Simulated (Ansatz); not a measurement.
# TiB: biaxial against axial strain

Aim: for TiB, map the energy over biaxial and axial strain.

Program: Ansatz 0.2.0. Level of theory: DFT PBEsol, scalar-relativistic, plane waves, PAW. These are calculated values, not measurements.

### Step 1. The starting structure

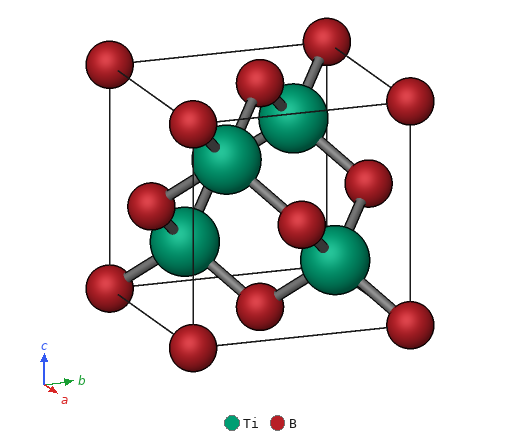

Start, viewed slightly off an axis; titanium teal, boron red. Atoms on the faces are drawn again on the opposite ones. The cell drawn here is the conventional one.

Structure file:

```xyz
2
Lattice="0.0000 2.1010 2.1010 2.1010 0.0000 2.1010 2.1010 2.1010 0.0000" Properties=species:S:1:pos:R:3 pbc="T T T"
Ti    3.1515    3.1515    3.1515
B     0.0000    0.0000    0.0000
```

The cell is taken as given, not relaxed at this level.

### Step 2. The undisturbed cell

Input file input.yaml:

```yaml
crystal:
  lattice:
    - [0.0, 2.101, 2.101]
    - [2.101, 0.0, 2.101]
    - [2.101, 2.101, 0.0]
  atoms:
    - { symbol: Ti, position: [0.75, 0.75, 0.75] }
    - { symbol: B, position: [0.0, 0.0, 0.0] }
basis:
  ecutwfc: 420
kpoints:
  mp_grid: { grid: [20, 20, 20] }
hamiltonian:
  xc: pbesol
scf:
  occupations: { method: gaussian, width: 0.15 }
output:
  forces: true
  stress: true
  eigenvalues: true
```

What it wrote, shortened:

```text
Warning: RAYON_NUM_THREADS=1 ignored (pool sized by the plan → 1); use --threads N
[...]
Pseudopotentials: kind: paw
Pseudopotential: Ti, paw, valence charge 12, recommended cutoff 420 eV (normal), Ti.paw.azcp
Pseudopotential: B, paw, valence charge 3, recommended cutoff 420 eV (normal), B.paw.azcp
Functional definition: PBEsol
[...]
Crystal: 2 atoms, lattice volume = 18.548 Å³
Basis set: ecut = 420 eV, 339 PW (Γ), exchange–correlation on 40×40×40 points (8 copies of the dense FFT grid, shifted against one another)
Bands: 12, of which v1, the nominal top of the filled ones, is band 8 counted from 1 (7 counted from 0)
Symmetry: 24 space group operations
Space group: F-43m (ITA 216), of the structure as read, at distance tolerance 2.6e-5 Å
k-points: 256 of 8000 (time reversal used)
[...]
SCF iter   1: F=—  HF=-2622.304336 eV  |F-HF|=—  |Δ(HF+E_count)|=         —  Δρ=1.07e-2  dr2=2.05e-2  ethr=1.77e-3  ⟨swp⟩=4.7  Hψ=16010  notcnv=0
[...]
SCF iter   6: F=-2622.299107 eV  HF=-2622.299107 eV  |F-HF|=2.09e-11  |Δ(HF+E_count)|=  2.74e-10  Δρ=5.35e-7  dr2=2.74e-11  ethr=1.49e-11  ⟨swp⟩=2.6  Hψ=11549  notcnv=0
[...]
SCF converged after 6 iterations
Free energy (F): -2622.299107 eV
[...]
E sigma→0 (E₀):  -2622.294771 eV
Entropy (-TS):   -0.008673 eV (-4.336 meV/atom)
Fermi energy:    15.174897 eV
[...]
--- Forces (eV/Å), atoms counted from 1 ---
  atom   1  Ti     0.00000000    -0.00000000    -0.00000000
  atom   2  B     -0.00000000     0.00000000    -0.00000000
[...]
--- Stress (GPa, compression-positive) ---
      112.406990      -0.000000      -0.000000
        0.000000     112.406990       0.000000
       -0.000000       0.000000     112.406990
  P = ⅓ Tr σ = 112.4070 GPa (1124.070 kbar)
--- Band table (eV; the first three rows and the last of 256) ---
  k-point 0: bands = ["-39.3764", "-15.6157", "-15.6157", "-15.6157", "6.2713", "13.2460", "13.2460", "13.2460", "18.4478", "18.4478", "27.4379", "27.9716"]
[...]
```

Wall time 3.1 s (1 thread of an x86-64 CPU, shared host); peak memory 0.42 GiB.

The reference gives a free energy of -2622.2991 eV, pressure 112.41 GPa, largest force 0.000 eV/Å and gap on the mesh none (metal).

### Step 3. The scan: biaxial against axial strain

The cell is strained by p along both x and y and by q along z, with fractional coordinates fixed.

### Step 4. At p = -0.050, q = -0.050

Edit input.yaml of step 2 so:

```diff
@@ -2,5 +2,5 @@
   lattice:
-    - [0.0, 2.101, 2.101]
-    - [2.101, 0.0, 2.101]
-    - [2.101, 2.101, 0.0]
+    - [0.0, 1.99595, 1.99595]
+    - [1.99595, 0.0, 1.99595]
+    - [1.99595, 1.99595, 0.0]
   atoms:
```

What it wrote, shortened:

```text
Warning: RAYON_NUM_THREADS=1 ignored (pool sized by the plan → 1); use --threads N
[...]
[... 4 set-up lines as earlier in the session ...]
[...]
Crystal: 2 atoms, lattice volume = 15.903 Å³
Basis set: ecut = 420 eV, 331 PW (Γ), exchange–correlation on 40×40×40 points (8 copies of the dense FFT grid, shifted against one another)
Bands: 12, of which v1, the nominal top of the filled ones, is band 8 counted from 1 (7 counted from 0)
[... 1 set-up line as earlier in the session ...]
Space group: F-43m (ITA 216), of the structure as read, at distance tolerance 2.5e-5 Å
k-points: 256 of 8000 (time reversal used)
[...]
SCF iter   1: F=—  HF=-2619.859395 eV  |F-HF|=—  |Δ(HF+E_count)|=         —  Δρ=1.70e-2  dr2=4.39e-2  ethr=1.77e-3  ⟨swp⟩=4.8  Hψ=16457  notcnv=0
[...]
SCF iter   6: F=-2619.843157 eV  HF=-2619.843157 eV  |F-HF|=1.89e-9  |Δ(HF+E_count)|=   5.52e-7  Δρ=7.27e-6  dr2=2.67e-9  ethr=6.67e-10  ⟨swp⟩=6.7  Hψ=14450  notcnv=0
[...]
SCF converged after 6 iterations
Free energy (F): -2619.843157 eV
[...]
E sigma→0 (E₀):  -2619.839959 eV
Entropy (-TS):   -0.006395 eV (-3.198 meV/atom)
Fermi energy:    18.043246 eV
[...]
--- Forces (eV/Å), atoms counted from 1 ---
  atom   1  Ti     0.00000000    -0.00000000     0.00000000
  atom   2  B     -0.00000000    -0.00000000    -0.00000000
[...]
--- Stress (GPa, compression-positive) ---
      191.972029       0.000000      -0.000000
        0.000000     191.972029       0.000000
       -0.000000       0.000000     191.972029
  P = ⅓ Tr σ = 191.9720 GPa (1919.720 kbar)
--- Band table (eV; the first three rows and the last of 256) ---
  k-point 0: bands = ["-36.2624", "-12.3407", "-12.3407", "-12.3407", "9.0035", "15.6418", "15.6418", "15.6418", "21.6465", "21.6465", "31.8531", "32.2643"]
[...]
```

Wall time 2.6 s (1 thread of an x86-64 CPU, shared host); peak memory 0.41 GiB.

### Step 5. Point p = -0.050, q = 0.000

Edit input.yaml of step 4 so:

```diff
@@ -2,4 +2,4 @@
   lattice:
-    - [0.0, 1.99595, 1.99595]
-    - [1.99595, 0.0, 1.99595]
+    - [0.0, 1.99595, 2.101]
+    - [1.99595, 0.0, 2.101]
     - [1.99595, 1.99595, 0.0]
```

What it wrote, shortened:

```text
[...]
SCF converged after 6 iterations
Free energy (F): -2620.790766 eV
[...]
E sigma→0 (E₀):  -2620.786790 eV
Entropy (-TS):   -0.007951 eV (-3.976 meV/atom)
Fermi energy:    17.073152 eV
[...]
--- Forces (eV/Å), atoms counted from 1 ---
  atom   1  Ti     0.00000000     0.00000000    -0.00000000
  atom   2  B     -0.00000000     0.00000000     0.00000000
[...]
--- Stress (GPa, compression-positive) ---
      157.364042       0.000000       0.000000
       -0.000000     157.364042       0.000000
       -0.000000       0.000000     170.746338
  P = ⅓ Tr σ = 161.8248 GPa (1618.248 kbar)
--- Band table (eV; the first three rows and the last of 641) ---
  k-point 0: bands = ["-37.3246", "-13.5219", "-13.4408", "-13.4408", "8.0237", "14.7052", "14.9080", "14.9080", "20.1645", "20.8880", "30.0693", "30.3587"]
[...]
```

Run time: 6.8 s. Hardware: 1 thread of an x86-64 CPU, shared host; peak memory 0.53 GiB.

### Step 6. p = -0.050, q = 0.050

Edit input.yaml of step 5 so:

```diff
@@ -2,4 +2,4 @@
   lattice:
-    - [0.0, 1.99595, 2.101]
-    - [1.99595, 0.0, 2.101]
+    - [0.0, 1.99595, 2.20605]
+    - [1.99595, 0.0, 2.20605]
     - [1.99595, 1.99595, 0.0]
```

What it wrote, shortened:

```text
Warning: RAYON_NUM_THREADS=1 ignored (pool sized by the plan → 1); use --threads N
[...]
[... 4 set-up lines as earlier in the session ...]
[...]
Crystal: 2 atoms, lattice volume = 17.577 Å³
Basis set: ecut = 420 eV, 339 PW (Γ), exchange–correlation on 40×40×40 points (8 copies of the dense FFT grid, shifted against one another)
Bands: 12, of which v1, the nominal top of the filled ones, is band 8 counted from 1 (7 counted from 0)
Symmetry: 8 space group operations
Space group: I-4m2 (ITA 119), of the structure as read, at distance tolerance 2.6e-5 Å
k-points: 641 of 8000 (time reversal used)
[...]
the search or the solves at the SCF's close seem to have found levels that the self-consistency loop had missed (the run counts 2). By its estimate they hold under 1e-12 electrons; where the run keeps them, the occupations were computed again with them
[...]
SCF converged after 6 iterations
Free energy (F): -2621.626724 eV
[...]
E sigma→0 (E₀):  -2621.621457 eV
Entropy (-TS):   -0.010535 eV (-5.267 meV/atom)
Fermi energy:    16.215142 eV
[...]
--- Forces (eV/Å), atoms counted from 1 ---
  atom   1  Ti     0.00000000    -0.00000000    -0.00000000
  atom   2  B     -0.00000000     0.00000000    -0.00000000
[...]
--- Stress (GPa, compression-positive) ---
      128.761807       0.000000       0.000000
        0.000000     128.761807       0.000000
       -0.000000       0.000000     149.377861
  P = ⅓ Tr σ = 135.6338 GPa (1356.338 kbar)
--- Band table (eV; the first three rows and the last of 641) ---
  k-point 0: bands = ["-38.3152", "-14.6082", "-14.4530", "-14.4530", "7.1380", "13.8814", "14.2835", "14.2835", "18.7920", "20.1566", "28.0493", "29.0505"]
[...]
```

Wall time 9.6 s (1 thread of an x86-64 CPU, shared host); peak memory 0.54 GiB.

### Step 7. At p = 0.000, q = -0.050

Edit input.yaml of step 6 so:

```diff
@@ -2,5 +2,5 @@
   lattice:
-    - [0.0, 1.99595, 2.20605]
-    - [1.99595, 0.0, 2.20605]
-    - [1.99595, 1.99595, 0.0]
+    - [0.0, 2.101, 1.99595]
+    - [2.101, 0.0, 1.99595]
+    - [2.101, 2.101, 0.0]
   atoms:
```

What it wrote, shortened:

```text
[...]
SCF converged after 6 iterations
Free energy (F): -2621.609744 eV
[...]
E sigma→0 (E₀):  -2621.605350 eV
Entropy (-TS):   -0.008788 eV (-4.394 meV/atom)
Fermi energy:    16.116974 eV
[...]
--- Forces (eV/Å), atoms counted from 1 ---
  atom   1  Ti     0.00000000     0.00000000    -0.00000000
  atom   2  B     -0.00000000    -0.00000000    -0.00000000
[...]
--- Stress (GPa, compression-positive) ---
      140.346928       0.000000       0.000000
       -0.000000     140.346928       0.000000
        0.000000       0.000000     125.554841
  P = ⅓ Tr σ = 135.4162 GPa (1354.162 kbar)
--- Band table (eV; the first three rows and the last of 641) ---
  k-point 0: bands = ["-38.3654", "-14.5793", "-14.5793", "-14.5271", "7.1150", "13.9807", "13.9807", "14.1584", "19.1516", "19.7623", "28.8881", "29.0411"]
[...]
```

Run time: 6.9 s. Hardware: 1 thread of an x86-64 CPU, shared host; peak memory 0.53 GiB.

### Step 8. At p = 0.000, q = 0.050

Edit input.yaml of step 7 so:

```diff
@@ -2,4 +2,4 @@
   lattice:
-    - [0.0, 2.101, 1.99595]
-    - [2.101, 0.0, 1.99595]
+    - [0.0, 2.101, 2.20605]
+    - [2.101, 0.0, 2.20605]
     - [2.101, 2.101, 0.0]
```

What it wrote, shortened:

```text
[...]
SCF converged after 6 iterations
Free energy (F): -2622.908848 eV
[...]
E sigma→0 (E₀):  -2622.903800 eV
Entropy (-TS):   -0.010097 eV (-5.048 meV/atom)
Fermi energy:    14.362608 eV
[...]
--- Forces (eV/Å), atoms counted from 1 ---
  atom   1  Ti    -0.00000000    -0.00000000     0.00000000
  atom   2  B      0.00000000     0.00000000     0.00000000
[...]
--- Stress (GPa, compression-positive) ---
       89.725537       0.000000      -0.000000
        0.000000      89.725537      -0.000000
       -0.000000      -0.000000      98.098577
  P = ⅓ Tr σ = 92.5166 GPa (925.166 kbar)
--- Band table (eV; the first three rows and the last of 641) ---
  k-point 0: bands = ["-40.3181", "-16.6193", "-16.5704", "-16.5704", "5.5097", "12.4462", "12.6205", "12.6205", "17.2113", "17.7705", "26.1677", "26.1711"]
[...]
```

Run time: 10 s. Hardware: 1 thread of an x86-64 CPU, shared host; peak memory 0.54 GiB.

### Step 9. Point p = 0.050, q = -0.050

Edit input.yaml of step 8 so:

```diff
@@ -2,5 +2,5 @@
   lattice:
-    - [0.0, 2.101, 2.20605]
-    - [2.101, 0.0, 2.20605]
-    - [2.101, 2.101, 0.0]
+    - [0.0, 2.20605, 1.99595]
+    - [2.20605, 0.0, 1.99595]
+    - [2.20605, 2.20605, 0.0]
   atoms:
```

What it wrote, shortened:

```text
[...]
SCF converged after 6 iterations
Free energy (F): -2622.957187 eV
[...]
E sigma→0 (E₀):  -2622.951832 eV
Entropy (-TS):   -0.010709 eV (-5.354 meV/atom)
Fermi energy:    14.461717 eV
[...]
--- Forces (eV/Å), atoms counted from 1 ---
  atom   1  Ti     0.00000000     0.00000000     0.00000000
  atom   2  B     -0.00000000     0.00000000     0.00000000
[...]
--- Stress (GPa, compression-positive) ---
      100.604082      -0.000000      -0.000000
       -0.000000     100.604082       0.000000
        0.000000       0.000000      76.084414
  P = ⅓ Tr σ = 92.4309 GPa (924.309 kbar)
--- Band table (eV; the first three rows and the last of 641) ---
  k-point 0: bands = ["-40.2820", "-16.5667", "-16.5667", "-16.5056", "5.5331", "12.5610", "12.5610", "12.8683", "16.9946", "17.9695", "26.1923", "26.1923"]
[...]
```

Run time: 7.7 s. Hardware: 1 thread of an x86-64 CPU, shared host; peak memory 0.55 GiB.

### Step 10. At p = 0.050, q = 0.000

Edit input.yaml of step 9 so:

```diff
@@ -2,4 +2,4 @@
   lattice:
-    - [0.0, 2.20605, 1.99595]
-    - [2.20605, 0.0, 1.99595]
+    - [0.0, 2.20605, 2.101]
+    - [2.20605, 0.0, 2.101]
     - [2.20605, 2.20605, 0.0]
```

What it wrote, shortened:

```text
Warning: RAYON_NUM_THREADS=1 ignored (pool sized by the plan → 1); use --threads N
[...]
[... 4 set-up lines as earlier in the session ...]
[...]
Crystal: 2 atoms, lattice volume = 20.450 Å³
Basis set: ecut = 420 eV, 395 PW (Γ), exchange–correlation on 48×48×48 points (8 copies of the dense FFT grid, shifted against one another)
Bands: 12, of which v1, the nominal top of the filled ones, is band 8 counted from 1 (7 counted from 0)
[... 1 set-up line as earlier in the session ...]
Space group: I-4m2 (ITA 119), of the structure as read, at distance tolerance 2.7e-5 Å
k-points: 641 of 8000 (time reversal used)
[...]
SCF iter   1: F=—  HF=-2623.425143 eV  |F-HF|=—  |Δ(HF+E_count)|=         —  Δρ=9.78e-3  dr2=1.96e-2  ethr=1.77e-3  ⟨swp⟩=4.7  Hψ=39409  notcnv=0
[...]
SCF iter   6: F=-2623.420378 eV  HF=-2623.420378 eV  |F-HF|=6.37e-12  |Δ(HF+E_count)|=  1.57e-10  Δρ=4.70e-7  dr2=2.30e-11  ethr=1.85e-11  ⟨swp⟩=2.2  Hψ=26414  notcnv=0
[...]
SCF converged after 6 iterations
Free energy (F): -2623.420378 eV
[...]
E sigma→0 (E₀):  -2623.414881 eV
Entropy (-TS):   -0.010994 eV (-5.497 meV/atom)
Fermi energy:    13.565258 eV
[...]
--- Forces (eV/Å), atoms counted from 1 ---
  atom   1  Ti     0.00000000     0.00000000    -0.00000000
  atom   2  B     -0.00000000     0.00000000    -0.00000000
[...]
--- Stress (GPa, compression-positive) ---
       78.390107      -0.000000      -0.000000
        0.000000      78.390107       0.000000
        0.000000       0.000000      68.887018
  P = ⅓ Tr σ = 75.2224 GPa (752.224 kbar)
--- Band table (eV; the first three rows and the last of 641) ---
  k-point 0: bands = ["-41.2359", "-17.5372", "-17.5372", "-17.5088", "4.8010", "11.8307", "11.8307", "11.9843", "16.3412", "16.8138", "24.9219", "25.2125"]
[...]
```

Run time: 7.4 s. Hardware: 1 thread of an x86-64 CPU, shared host; peak memory 0.55 GiB.

### Step 11. Results of the scan

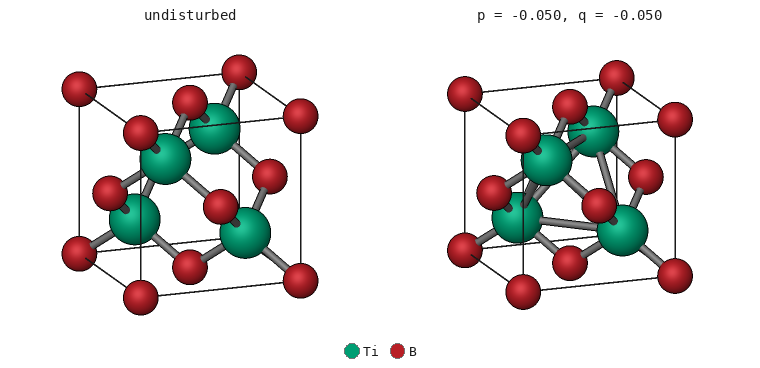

The undisturbed cell and the costliest point of the scan, at one scale, with neighbouring cells.

Energy above the undisturbed cell in meV/atom; points alike by symmetry are filled in, and a dash was not computed:

```
 p \ q  -0.050  -0.025   0.000  0.025   0.050
-0.050  1228.0       –   754.2      –   336.2
-0.025       –       –       –      –       –
 0.000   344.7       –     0.0      –  -304.9
 0.025       –       –       –      –       –
 0.050  -329.0       –  -560.6      –       –
```

Pressure in GPa:

```
 p \ q  -0.050  -0.025  0.000  0.025  0.050
-0.050   192.0       –  161.8      –  135.6
-0.025       –       –      –      –      –
 0.000   135.4       –  112.4      –   92.5
 0.025       –       –      –      –      –
 0.050    92.4       –   75.2      –      –
```

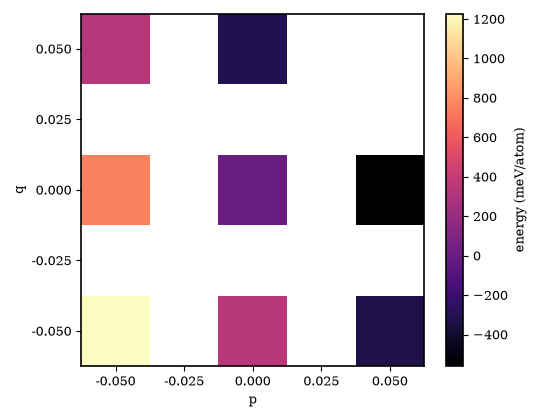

The energy map; blank cells were not computed.

### Step 12. What came out

| quantity | value |
| --- | --- |
| highest point | 1228.0 meV/atom at (p, q) = (-0.050, -0.050) |
| lowest point away from the origin | -560.6 meV/atom at (0.050, 0.000) |

In words: Of the points run, the lowest is (0.050, 0.000), 560.6 meV/atom below the undisturbed cell, which was taken as given and not relaxed at this level.
